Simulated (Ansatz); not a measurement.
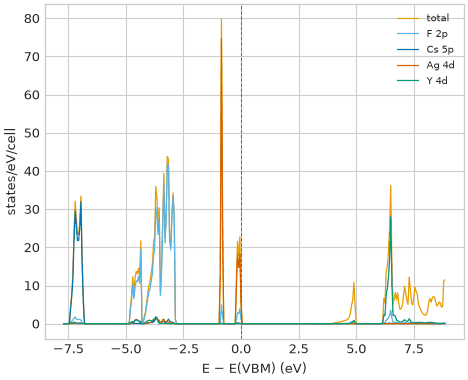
Figure. Total and projected density of states of Cs2YAgF6 in space group Fm-3m (No. 225; Cs on 8c, Y on 4b, Ag on 4a, F on 24e), DFT-r²SCAN in the program Ansatz with PAW potentials

### Question
Which orbitals carry the states next to the gap?

### Answer
Top 1 eV of the valence band: Ag 4d 89 %, F 2p 10 %. Bottom 1 eV of the conduction band: Ag 5s 52 %, Cs 6s 21 %, F 2s 7 %, F 2p 7 %, Y 4d 5 %. Projections are on Löwdin-orthogonalised atomic valence shells; empty p or d shells of many metals are not among them.

### Question
Where is the tallest occupied peak in this window, and what makes it?

### Answer
Near -0.8 eV, about 80 states/eV per cell; the largest projected share is Ag 4d.

The workflow started from a Materials Project entry (that database holds measured and hypothetical structures alike); the Crystallography Open Database copy checked does not list it. Its standing as an ambient phase is unchecked. The cell was relaxed with r²SCAN under the symmetry of its start; its stability against distortions is not shown here. No spin polarisation was allowed. Spin–orbit coupling is left out wherever it is not named.

Potentials: the later of the program's two PAW sets.
